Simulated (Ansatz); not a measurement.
Three curves of one kind of scan: energy against volume (even scaling of the relaxed cell, symmetry kept). The numbers are results of r2SCAN (plane waves to 500 eV, PAW, scalar-relativistic; Ansatz, an electronic-structure program), not measurements. Each is measured from its own zero (the relaxed starting cell). 

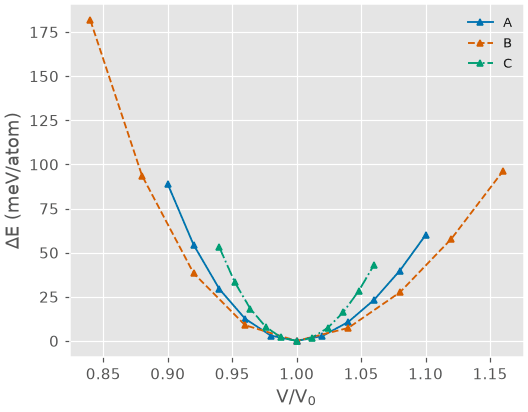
Curves A, B and C.

Match the curves to these crystals:
- Mo (bcc, W type), a = b = c = 3.1506 Å, α = β = γ = 90.00°
- Ge (diamond), a = 5.674 Å, b = 5.674 Å, c = 5.674 Å, α = 90.00°, β = 90.00°, γ = 90.00°
- Ni (fcc, Cu type), a = b = c = 3.478 Å, α = β = γ = 90.00°

A is Ni; B is Ge; C is Mo.

All were relaxed with their symmetry unable to fall. Mo is run without spin polarisation. Relaxed Ni ends ferromagnetic. The magnetic order is the one the run started from; other orders were not tried. (This holds for the magnetic or f-shell members.)

(Under strain, the slope of the energy per volume gives the stress and its curvature an elastic modulus.)
